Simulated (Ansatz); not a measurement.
# Heat carried by phonons in CdS (Greenockite, P6_3mc), part 2 of 2

How well does the lattice of CdS (Greenockite) conduct heat?

What experiment has found for this phase:
- thermal conductivity 16 W/m/K near room temperature (given in “Combining the AFLOW GIBBS and Elastic Libraries to efficiently and robustly screen thermo-mechanical properties of solids”, 2017, arXiv:1611.05714)

Ansatz 0.2.0; DFT LDA, scalar-relativistic, plane waves, PAW; PAW set soft_1.

So far. Step 2 (A first coarse run): The start is under -3.1 GPa at this level and looks like an insulator or semiconductor on this mesh. Step 4 (Relaxing to small residual forces and stress): The residual pressure is -0.0017 GPa, small enough for phonons. The relaxed cell has a = 4.074, c = 6.639 Å (conventional setting).

The database entry behind the starting cell differs from later determinations by our own check (about 0.35 % long), so it need not match the best structure at ambient conditions.

### Step 5. Anharmonic force constants and conductivity

The supercell must be wider than twice the pair cutoff, and the number of displaced cells grows with the pairs inside it, which is where the cost lies.

The input, input.yaml:

```yaml
crystal:
  lattice:
    - [4.0738436099, 0.0, 0.0]
    - [-2.0369218049, 3.5280520572, 0.0]
    - [0.0, 0.0, 6.6387608611]
  atoms:
    - { symbol: Cd, position: [0.3333333333, 0.6666666667, -0.0005357185] }
    - { symbol: Cd, position: [0.6666666667, 0.3333333333, 0.4994642815] }
    - { symbol: S, position: [0.3333333333, 0.6666666667, 0.3755357185] }
    - { symbol: S, position: [0.6666666667, 0.3333333333, 0.8755357185] }
kpoints:
  mp_grid: { grid: [9, 9, 4] }
hamiltonian:
  xc: lda
  pseudopotentials: { kind: paw, azcp: { folder: soft_1 }, xc_functional: pbe }
scf:
  occupations: { method: fixed }
  lower_state_search: "off"
output:
  eigenvalues: true
phonons:
  method: fd
  dielectric: true
  supercell: [3, 3, 2]
  temperatures: { t_max: 1000, t_step: 50 }
  qpath:
    path:
      - [[0.0, 0.0, 0.0], [0.5, 0.0, 0.0], [0.33333333, 0.33333333, 0.0], [0.0, 0.0, 0.0], [0.0, 0.0, 0.5], [0.5, 0.0, 0.5], [0.33333333, 0.33333333, 0.5], [0.0, 0.0, 0.5]]
      - [[0.5, 0.0, 0.5], [0.5, 0.0, 0.0]]
      - [[0.33333333, 0.33333333, 0.0], [0.33333333, 0.33333333, 0.5]]
    npoints: 10
  third_order: { supercell: [3, 3, 2], pair_cutoff: 4.928 }
  lattice_thermal_conductivity:
    qmesh: [15, 15, 7]
    temperatures: [100.0, 150.0, 200.0, 300.0, 400.0, 500.0, 600.0, 800.0]
    isotope_mass_variance:
      - { species: Cd, variance: 0.0002716 }
      - { species: S, variance: 0.0001651 }
```

Command:

```
$ ansatz run input.yaml --threads 18 --pin off --max-ram 92160MiB --backend cuda --events-out ev --progress --plain --runs-dir out --max-vram 78GiB
```

Numbers of over 12 decimals in the logs are rounded to 6 here.

Output:

```text
Warning: phonons: the dynamical matrix that this run interpolates holds no multipole term above the dipole-dipole one, and a site of this crystal is no centre of inversion, so its interpolated transverse optical and acoustic branches and sound speeds can stay off near Gamma, and the density of states and the thermodynamics with them. What a run solves at a wave vector of phonons.qpoints, Gamma apart, where the deck admits one, is free of this, and under fd what a larger phonons.supercell samples
Warning: phonons.dielectric: true without phonons.rigid_motions: the static dielectric tensor ε⁰ will be withheld (ε∞, Z* and the rows of modes are given); for a crystal or a slab, whose only rigid motions are the translations, set phonons.rigid_motions: translations
[...]
Crystal: 72 atoms, lattice volume = 1717.508 Å³
Basis set: ecut = 420 eV, 33567 PW (Γ)
Bands: 562, of which v1, the nominal top of the filled ones, is band 468 counted from 1 (467 counted from 0)
Symmetry: 216 space group operations
k-points: 6 of 18
[...]
SCF iter   1: F=—  HF=-323593.346239 eV  |F-HF|=—  |Δ(HF+E_count)|=         —  Δρ=3.80e-8  dr2=2.42e-11  ethr=1.00e-12  ⟨swp⟩=3.0  Hψ=8334  notcnv=0
[...]
SCF iter   2: F=-323593.346239 eV  HF=-323593.346239 eV  |F-HF|=1.75e-10  |Δ(HF+E_count)|=  1.16e-10  Δρ=1.84e-8  dr2=7.21e-12  ethr=1.00e-12  ⟨swp⟩=3.0  Hψ=7932  notcnv=0
SCF 1 converged in 2 iterations: F = -323593.346239 eV  dr2 = 7.21e-12
[...]
Crystal: 4 atoms, lattice volume = 95.417 Å³
Basis set: ecut = 420 eV, 1811 PW (Γ), exchange–correlation on 60×60×96 points (8 copies of the dense FFT grid, shifted against one another)
Bands: 32, of which v1, the nominal top of the filled ones, is band 26 counted from 1 (25 counted from 0)
Symmetry: 12 space group operations
k-points: 95 of 324 (irreducible under 2 space group operations, time reversal used)
[...]
SCF iter   1: F=—  HF=-17977.407139 eV  |F-HF|=—  |Δ(HF+E_count)|=         —  Δρ=3.64e-6  dr2=8.84e-9  ethr=4.76e-7  ⟨swp⟩=4.2  Hψ=19373  notcnv=0  defer=379
[...]
SCF 2 converged in 7 iterations: F = -17977.408126 eV  dr2 = 7.69e-11
[...]
6.409958    -0.000000     0.000000
       -0.000000     6.409958    -0.000000
       -0.000000    -0.000000     6.516669
  ε⁰ (static dielectric tensor): not given — the deck does not say what the cell's rigid motions are, and on a molecule in a box or a wire the rigid rotations would enter the sum over the modes at Γ. For a crystal or a slab, whose only rigid motions are the translations, set phonons.rigid_motions: translations.
  Born effective charges Z* (e; rows j = field, columns β = displacement):
    site 0:
         2.06434   -0.00000    0.00000
        -0.00000    2.06434   -0.00000
         0.00000   -0.00000    2.16393
    site 1:
         2.06434   -0.00000    0.00000
        -0.00000    2.06434   -0.00000
        -0.00000   -0.00000    2.16393
    site 2:
        -2.06434    0.00000   -0.00000
         0.00000   -2.06434    0.00000
         0.00000    0.00000   -2.16393
    site 3:
        -2.06434    0.00000    0.00000
         0.00000   -2.06434    0.00000
        -0.00000    0.00000   -2.16393
  Z* charge neutrality: 1.115e-2 e pre-enforcement
  solved inside a basis spanned on the 9×9×4 k-mesh, on 12×12×6 k-points transformed towards the longest dipole: ε∞ is read to err by 3.1e-2, Z* by 2.9e-2 e; Z* is corrected for what the basis lacks
  optical modes at Γ without the LO–TO term, one row a degenerate level:
      ω (cm⁻¹)  modes    IR ((D/Å)²/amu)
         42.04      2             0.0000
        136.87      1             0.0000
        240.51      1             8.6613
        247.59      2            15.7649
        260.68      2             0.0000
        306.80      1             0.0000
  optical modes at Γ + LO–TO along q̂ = [1.0000, 0.0000, 0.0000]:
      ω (cm⁻¹)  modes    IR ((D/Å)²/amu)
         42.04      2             0.0000
        136.87      1             0.0000
        240.51      1             8.6613
        247.59      1             7.8824
        260.68      2             0.0000
        297.97      1             7.8824
        306.80      1             0.0000
  optical modes at Γ + LO–TO along q̂ = [0.0000, 1.0000, 0.0000]:
      ω (cm⁻¹)  modes    IR ((D/Å)²/amu)
         42.04      2             0.0000
        136.87      1             0.0000
        240.51      1             8.6613
        247.59      1             7.8824
        260.68      2             0.0000
        297.97      1             7.8824
        306.80      1             0.0000
  optical modes at Γ + LO–TO along q̂ = [0.0000, 0.0000, 1.0000]:
      ω (cm⁻¹)  modes    IR ((D/Å)²/amu)
         42.04      2             0.0000
        136.87      1             0.0000
        247.59      2            15.7649
        260.68      2             0.0000
        295.90      1             8.6613
        306.80      1             0.0000
  density of states and harmonic sums: on the 18×18×10 q-mesh, interpolated from the force constants of a 3×3×2 supercell (with the dipole–dipole term)
  largest difference from the sums on the solved wave vectors: F 4.35e-2 eV, S 5.78e-5 and C_V 1.43e-5 eV/K
  zero-point energy: 0.133799 eV/cell   skipped modes (ω ≤ 0): 3   left out of the sums: 7.72e-5 of the cell's modes: C_V's classical limit lies that fraction below 3 k_B per atom; for a crystal, a wire or a layer, F and S can be off by more, and a phonons.interpolated_qmesh denser along its periods is the remedy for the sampling
--- Third-order force constants: 356 member SCFs in a 3×3×2 supercell (pair cutoff 4.928 Å, amplitude 0.03 Å, SCF threshold 1.00e-9 eV, Σ member SCF iterations 2828) ---
  symmetry images taken by loose's conditions (phonons.symmetry_images: auto; settled by the asymmetry read); asymmetry of the core-correction force 5.4e-8 eV/Å at the most on a site, 2.5e-6 eV/Å summed over every site of the supercell
  sum-rule residual: 1.444e-1 → 3.322e-14 eV/Å³; symmetrization residual: 4.485e-2 eV/Å³; largest sum-rule correction relative to its orbit: 4.650e-1, on the orbit of the block of home site 0 with site 2 of cell (0, 0, -1) and site 2 of cell (0, 0, -1), whose norm before the correction was 1.813e-1 eV/Å³
--- Lattice thermal conductivity: 15×15×7 mesh (108 irreducible points), tetrahedron method ---
  three-phonon and isotope scattering only; four-phonon, boundary and, in a metal, phonon-electron scattering are left out
  each conductivity is what the modes' populations carry and what the coherences between them add
  conductivity (a third of the tensor's trace), W/(m K), in the relaxation-time approximation and from the full solution:
       T (K)   relaxation time   full solution  iterations             ending  least Ritz value
      100.00           48.0796         53.5998           7          converged          6.451e-1
      150.00           31.0379         34.7235           8          converged          6.104e-1
      200.00           23.1072         25.9502           8          converged          5.876e-1
      300.00           15.5250         17.5497           8          converged          5.590e-1
      400.00           11.7844         13.3850           8          converged          5.416e-1
      500.00            9.5282         10.8600           8          converged          5.299e-1
      600.00            8.0112          9.1548           8          converged          5.214e-1
      800.00            6.0933          6.9877           9          converged          5.100e-1
```

Wall time 14 min (1 × NVIDIA GB200 with 18 threads of Arm Neoverse V2, shared host); peak memory 5.6 GiB.

This step gave:

```yaml
lowest_frequency_on_the_path: 0 cm⁻¹
zero_point_energy: 0.1338 eV/cell
point_group: 6mm
highest_frequency: 309.1 cm⁻¹
debye_temperature_from_the_second_moment: 388 K
kappa_at_300_k_relaxation_time: 15.52 W/m/K
kappa_at_300_k_full_solution: 17.55 W/m/K
dipole_term: run
mean_free_path_at_half_of_kappa: 91.5 nm
share_of_kappa_above_the_three_lowest_branches: 0.288
third_order_blocks: 1444
periodic_aliases_dropped: 168
largest_relative_sum_rule_correction: 0.4650
displaced_cells_third_order: 356
```

LO-TO term included. The phonon branches at the labelled points (cm⁻¹):

```tsv
point	branch 1	branch 2	branch 3	branch 4	branch 9	branch 10	branch 11	branch 12
Γ	0	0	0	42	261	261	298	307
M	43	62	62	68	285	286	300	309
K	67	67	68	75	288	290	290	309
Γ	0	0	0	42	261	261	298	307
A	35	35	35	35	254	254	301	301
L	52	52	54	54	277	277	304	304
H	45	45	74	74	291	291	300	300
A	35	35	35	35	254	254	301	301
jump to L	52	52	54	54	277	277	304	304
M	43	62	62	68	285	286	300	309
jump to K	67	67	68	75	288	290	290	309
H	45	45	74	74	291	291	300	300
```

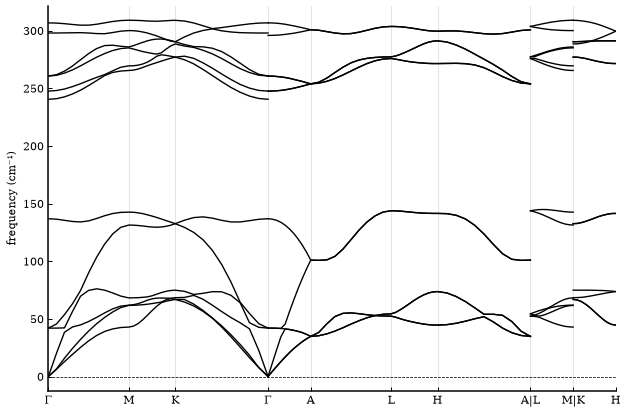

Phonon branches along the path.

W/m/K. Kappa, by row:

```tsv
T (K)	RTA xx	RTA yy	RTA zz	full xx	full yy	full zz	coherence part xx	coherence part yy	coherence part zz	ending	iterations	least Ritz value
100	46.5	46.5	51.24	52.97	52.97	54.85	0.02686	0.02686	0.005185	converged	7	0.645
150	30.37	30.37	32.38	34.84	34.84	34.49	0.038	0.038	0.009632	converged	8	0.61
200	22.74	22.74	23.85	26.25	26.25	25.36	0.04435	0.04435	0.01339	converged	8	0.588
300	15.36	15.36	15.85	17.9	17.9	16.84	0.05098	0.05098	0.01945	converged	8	0.559
400	11.69	11.69	11.97	13.72	13.72	12.72	0.055	0.055	0.02449	converged	8	0.542
500	9.469	9.469	9.646	11.17	11.17	10.25	0.05826	0.05826	0.02898	converged	8	0.53
600	7.971	7.971	8.092	9.433	9.433	8.598	0.06119	0.06119	0.03308	converged	8	0.521
800	6.071	6.071	6.137	7.221	7.221	6.521	0.06656	0.06656	0.04046	converged	9	0.51
```

Table of lattice thermal conductivity by temperature:

```tsv
temperature (K)	RTA xx (W/m/K)	RTA zz (W/m/K)	full xx (W/m/K)	full zz (W/m/K)
100	46.5	51.2	53.0	54.9
150	30.4	32.4	34.8	34.5
200	22.7	23.9	26.2	25.4
300	15.4	15.8	17.9	16.8
400	11.7	12.0	13.7	12.7
500	9.47	9.65	11.2	10.2
600	7.97	8.09	9.43	8.60
800	6.07	6.14	7.22	6.52
```

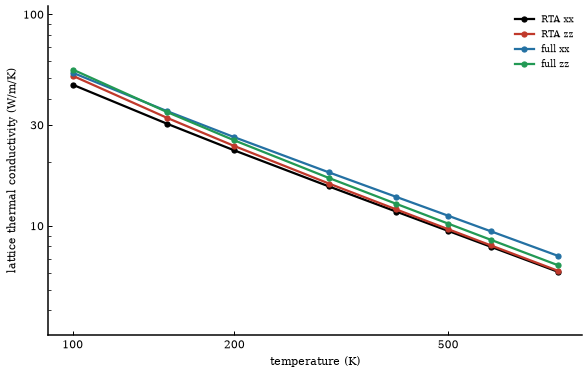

Lattice thermal conductivity against temperature.

The modes has structure finer than the step of the table below, so its rows give means over 25 cm⁻¹, whole bins alone (the curve runs from -10 to 328 cm⁻¹). Peaks (cm⁻¹: height): Cd 49.6: 0.112, 138.9: 0.0945, 270.8: 0.0224; S 47.4: 0.0202, 270.8: 0.137, 298.5: 0.164.

Phonopy on the run's constants, 17x17x9 mesh, Gaussian sigma 2.4 cm⁻¹. Table of modes by wavenumber; means over each step; values in 1/cm⁻¹/cell:

```tsv
wavenumber (cm⁻¹)	Cd	S
25	0.0111	0.00271
50	0.0897	0.0157
75	0.0401	0.00530
100	0.00793	0.00119
125	0.0385	0.00216
150	0.0247	4.0e-4
175	0	0
200	0	0
225	3.2e-6	1.1e-5
250	0.00525	0.0230
275	0.0150	0.105
300	0.00734	0.0839
```

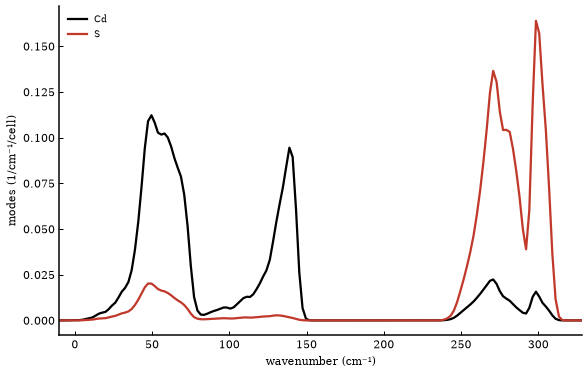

Modes against wavenumber.

Distinct triplets, nearest first. Third order norms, by row:

```tsv
sites	side 1 (Å)	side 2 (Å)	side 3 (Å)	norm of the 27 components (eV/Å³)
Cd-Cd-Cd	0	0	0	53.95
S-S-S	0	0	0	58.31
Cd-S-S	0	2.49	2.49	23.72
Cd-S-Cd	0	2.49	2.49	23.62
Cd-Cd-S	0	2.5	2.5	23.02
Cd-S-S	0	2.5	2.5	23.27
Cd-Cd-S	2.49	2.49	4.07	0.419
Cd-S-S	2.49	2.49	4.07	0.682
Cd-Cd-S	2.49	2.5	4.07	0.429
Cd-S-S	2.49	2.5	4.07	0.642
Cd-Cd-Cd	0	4.07	4.07	0.399
Cd-Cd-Cd	4.07	4.07	4.07	0.061
Cd-Cd-Cd	4.07	4.07	4.07	0.023
Cd-Cd-Cd	0	4.07	4.07	0.413
Cd-Cd-Cd	0	4.07	4.07	0.472
S-S-S	0	4.07	4.07	1.033
S-S-S	4.07	4.07	4.07	0.035
S-S-S	4.07	4.07	4.07	0.146
S-S-S	4.07	4.07	4.07	0.172
S-S-S	4.07	4.07	4.07	0.024
S-S-S	0	4.07	4.07	1.082
S-S-S	0	4.07	4.07	1.043
Cd-Cd-S	2.49	4.07	4.14	0.112
Cd-S-S	2.49	4.07	4.14	0.067
Cd-S-S	0	4.14	4.14	0.113
Cd-S-Cd	0	4.14	4.14	0.12
Cd-S-Cd	2.49	4.07	4.78	0.087
Cd-S-S	2.49	4.07	4.78	0.078
Cd-Cd-S	2.5	4.07	4.78	0.078
Cd-S-S	2.5	4.07	4.78	0.082
```

Born charge (rows field, columns displacement) (e), principal values of the symmetric part by kind of site:

```tsv
atom	atoms with these values	low	middle	high	mean
Cd1	2	2.06	2.06	2.16	2.10
S3	2	-2.16	-2.06	-2.06	-2.10
```

In full for S3:

```
-2.06  0.00  0.00
 0.00 -2.06  0.00
 0.00  0.00 -2.16
```

RTA, 300 K. Kappa by branch, by row:

```tsv
branch (by rank)	mean frequency (THz)	mean rms speed (km/s)	median lifetime (ps)	share of kappa
1	1.32	0.96	45.2	0.215
2	1.47	1.08	48.8	0.284
3	1.7	0.86	39.3	0.213
4	1.96	0.91	26.7	0.142
5	3.48	1.79	6.61	0.104
6	4.07	0.72	7.47	0.013
7	7.92	0.64	3.52	0.004
8	8.02	0.66	3.76	0.005
9	8.29	0.68	6.51	0.009
10	8.44	0.7	8.93	0.01
11	8.94	0.28	2.41	0.001
12	9.1	0.37	2.25	0.001
```

Table of spectral kappa at 300 K by frequency; read off at these points; values in W/m/K/THz:

```tsv
frequency (THz)	relaxation time (W/m/K/THz)	full solution (W/m/K/THz)
0.10	0	0
0.70	8.02	8.60
0.90	6.32	7.04
1.10	11.8	13.6
1.50	13.2	15.2
2.30	0.749	0.808
2.90	0.286	0.279
3.70	0.666	0.693
4.30	0.126	0.140
5.10	0	0
5.70	0	0
6.50	0	0
7.10	0	0
7.90	0.292	0.337
8.50	0.551	0.638
9.30	0.00216	0.00853
```

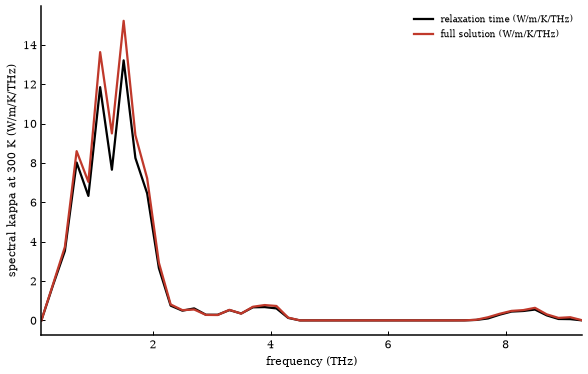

Spectral kappa at 300 K, plotted against frequency.

Relaxation-time solution. The share of κ carried by shorter paths by mean free path:

```tsv
mean free path (nm)	100 K	300 K	800 K
0.464	0	0	0.001
1	0	0.001	0.006
2.15	0	0.004	0.024
4.64	0.001	0.019	0.086
10	0.006	0.069	0.143
21.5	0.016	0.108	0.362
46.4	0.053	0.295	0.624
68.1	0.083	0.409	0.743
147	0.26	0.668	0.876
316	0.419	0.852	0.938
681	0.627	0.932	1
1470	0.819	1	1
3160	0.91	1	1
6810	1	1	1
```

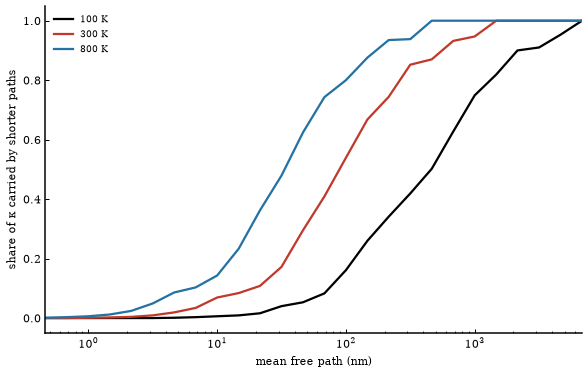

Share of κ carried by shorter paths, plotted against mean free path.

300 K; a sample spread over frequency. Mode lifetimes, by row, the first 40 of 90 rows:

```tsv
q1	q2	q3	branch	frequency (THz)	rms speed (km/s)	three-phonon rate (1/ps)	isotope rate (1/ps)	lifetime (ps)	mean free path (nm)
0	0.0667	0	1	0.258	1.36	0.00488	3.82e-7	205	278
0	0	0.2857	1	0.695	1.36	0.00437	4.23e-5	226	309
0	0	0.4286	2	0.948	0.98	0.00702	1.84e-4	139	136
0	0.1333	0.2857	2	1.075	1.98	0.0112	3.52e-4	86.5	172
0	0.0667	0.1429	3	1.149	3.82	0.00691	5.26e-4	135	514
0.0667	0.2	0.2857	2	1.226	1.39	0.0133	8.43e-4	70.9	98.5
0	0.1333	0.2857	3	1.27	0.37	0.0188	0.00127	49.8	18.4
0.0667	0.3333	0.1429	1	1.325	1.04	0.0209	0.00179	44.1	45.8
0.0667	0.1333	0.2857	3	1.371	0.76	0.0189	0.00251	46.8	35.4
0.0667	0.4	0.1429	1	1.389	0.97	0.0211	0.00265	42.1	40.9
0.1333	0.2667	0.1429	1	1.42	1.17	0.0176	0.00342	47.6	55.6
0	0.2667	0	3	1.464	0.75	0.0192	0.00285	45.3	34
0.0667	0.0667	0.4286	4	1.497	1.59	0.0112	0.00323	69.1	110
0.2	0.2	0	2	1.522	1.15	0.0125	0.00388	60.9	70
0	0.4667	0.4286	1	1.555	0.14	0.0227	0.00389	37.6	5.24
0	0.3333	0.2857	3	1.595	0.68	0.0191	0.00325	44.8	30.6
0	0.4667	0.4286	3	1.625	0.67	0.0231	0.00328	37.9	25.5
0.0667	0.4	0.4286	3	1.679	0.92	0.021	0.0032	41.4	38
0.1333	0.4	0.2857	2	1.712	0.91	0.0256	0.00386	33.9	30.7
0	0.4	0.1429	3	1.748	0.61	0.0236	0.00471	35.3	21.6
0.2	0.3333	0	1	1.79	1.23	0.0183	0.00454	43.7	53.6
0.2667	0.3333	0.1429	1	1.815	1.11	0.0274	0.00437	31.5	34.8
0.1333	0.4	0.4286	3	1.858	1.13	0.0257	0.00461	33	37.2
0.2	0.2667	0.4286	3	1.905	1.01	0.0257	0.00429	33.3	33.7
0.0667	0.3333	0.2857	4	1.941	1.12	0.0322	0.00429	27.4	30.8
0.2	0.3333	0.1429	3	1.991	0.81	0.0364	0.00423	24.6	20.1
0	0.2667	0.2857	4	2.034	0.97	0.0326	0.00506	26.5	25.7
0.1333	0.3333	0.1429	4	2.077	0.78	0.0408	0.00445	22.1	17.2
0.2	0.2	0.1429	4	2.124	0.77	0.0462	0.00457	19.7	15.2
0.2	0.2667	0	4	2.166	0.33	0.0492	0.00381	18.9	6.14
0	0.1333	0.2857	5	2.224	3.47	0.0795	0.00174	12.3	42.7
0	0	0.4286	5	2.691	3.32	0.28	8.43e-4	3.56	11.8
0.0667	0.2667	0.1429	5	3.227	2.58	0.262	0.00133	3.8	9.8
0.1333	0.2667	0.1429	5	3.463	2.06	0.246	0.00253	4.02	8.28
0.1333	0.3333	0	5	3.685	1.39	0.165	0.00468	5.88	8.19
0.0667	0.4	0	5	3.822	1.08	0.159	0.00769	6.01	6.51
0.0667	0.2667	0.4286	6	3.91	1.58	0.156	0.0123	5.95	9.4
0	0.4667	0.1429	5	3.975	0.77	0.138	0.0131	6.64	5.09
0	0.3333	0.4286	6	4.03	1.41	0.126	0.017	7.01	9.88
0	0.0667	0	6	4.084	0.19	0.136	0.0176	6.5	1.26
```

Without the LO-TO term. Gamma linewidths, by row:

```tsv
branch	frequency (cm⁻¹)	three-phonon rate (1/ps)	isotope rate (1/ps)	FWHM (cm⁻¹)
4	42	0.0256	0.00157	0.144
5	42	0.0256	0.00157	0.144
6	136.9	0.116	0.0172	0.706
7	240.5	0.862	0	4.58
8	247.6	0.647	7.77e-4	3.44
9	247.6	0.647	7.77e-4	3.44
10	260.7	0.372	0.032	2.15
11	260.7	0.372	0.032	2.15
12	306.8	0.247	0.025	1.44
```

W/m/K, third of the trace; RTA populations with a boundary rate v/L added to each mode (Matthiessen's rule). Kappa by grain size, by row:

```tsv
T (K)	bulk	10 nm	30 nm	100 nm	300 nm	1000 nm	10000 nm	100000 nm
100	48.06	2.469	5.804	12.56	21.33	31.66	44.5	47.63
300	15.48	2.36	4.623	7.998	11.04	13.43	15.2	15.45
600	7.959	1.923	3.396	5.191	6.506	7.37	7.888	7.952
```

W/m/K, third of the trace; RTA populations with the isotope rates scaled. Kappa by mass disorder, by row:

```tsv
T (K)	no isotopes	as typed	variance x 3	variance x 10	variance x 30
100	63.38	48.06	35.88	22.58	13.46
300	17.36	15.48	13.25	9.72	6.504
600	8.486	7.959	7.221	5.775	4.143
```

At 300 K the relaxation-time value is 15.5 W/(m K).

### Step 6. Results

```yaml
highest_frequency: 309.1 cm⁻¹
debye_temperature_from_the_second_moment: 388 K
kappa_at_300_k_relaxation_time: 15.52 W/m/K
kappa_at_300_k_full_solution: 17.55 W/m/K
mean_free_path_at_half_of_kappa: 91.5 nm
share_of_kappa_above_the_three_lowest_branches: 0.288
```

What this shows: The lattice of CdS (Greenockite) conducts 17.6 W/(m K) at 300 K by LDA (mean over directions, full solution). The full solution lies +13 % from the relaxation-time value at 300 K. Above 300 K the relaxation-time κ falls as T^-0.95, near the 1/T law of three-phonon scattering. Grains of 100 nm would keep 52 % of the bulk value at 300 K, and grains of 1 µm 87 %. Removing the natural isotope disorder raises κ at 300 K by 12 %. A measured thermal conductivity near room temperature is 16 W/m/K (arXiv:1611.05714); the calculated 17.6 W/m/K differs by +10 %. Part of this agreement may be a cancellation, since four-phonon scattering and the shift of frequencies with temperature are both left out. The sum rules changed one orbit of cubic constants by up to 46 %; by the manual a large change points to a short cutoff or, on a small and distant orbit, to noisy forces. The conductivities include the coherence part between close branches; the shares for grains, isotopes, branches and paths are of the relaxation-time populations alone. Cubic couplings among atoms farther apart than the pair cutoff are dropped, and neither the cutoff nor the q-mesh was shown to be converged here. The interpolation has no quadrupole term, so branches near the zone centre are less sure, since this crystal has sites that are not centres of inversion. The PAW files were made for PBE and are used here under another functional, for which the program regenerates the frozen cores.

[Logs are printed without paths, hosts, clocks, repeated set-up lines and the standing remarks that a program may print on its own settings, such as how far it seeks lower states.]

[Hosts, paths, dates, database ids (printed as entryN), source tags and the programs' standing remarks are cut or masked in the printed files.]

[A step with changed settings may run another functional than the one named; its input shows which.]
